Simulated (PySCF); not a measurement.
# CH5BO: the cost of one run

Programs: PySCF 2.14.0, with density-fitted response routines of our own. Each step states its level of theory. These are calculated values for one molecule in the gas phase, unless marked as measured. Atoms are numbered from 0 throughout.

## Step 1: Starting geometry

8 atoms, charge 0, multiplicity 1; geometry from: GFN2-xTB. The atoms were then displaced at random by about 0.01 Å, so the start is not that level's minimum.

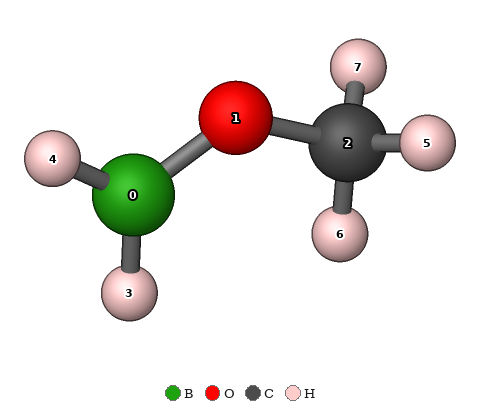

As it starts; boron green, oxygen red, carbon dark grey, hydrogen pink, atoms numbered.

## Step 2: Geometry optimisation at PBE0-D3(BJ)/def2-SVP

Job settings and geometry (Å):

```
{"job": {"xc": "PBE0", "basis": "def2-SVP", "d3": "d3bj", "grid": 1, "shake": 0.01, "kind": "geom"}, "charge": 0, "multiplicity": 1}
B      1.346150    -0.187040     0.229670
O      0.200730     0.495280     0.453780
C     -1.062190     0.182570    -0.113770
H      1.406790    -1.097130    -0.496340
H      2.270830     0.236910     0.770660
H     -1.403710     1.053830    -0.672670
H     -0.973140    -0.685110    -0.767530
H     -1.730320    -0.018440     0.699220
```

Command:

```bash
> OMP_NUM_THREADS=1 python probes_run.py task.json out
```

One launch serves the whole session: the jobs run in the order shown.

**Question.** How long does this first job take on 1 thread of Arm Neoverse V1, shared host, and how much memory does it need?

About 10 s, with a peak of 0.3 GiB.
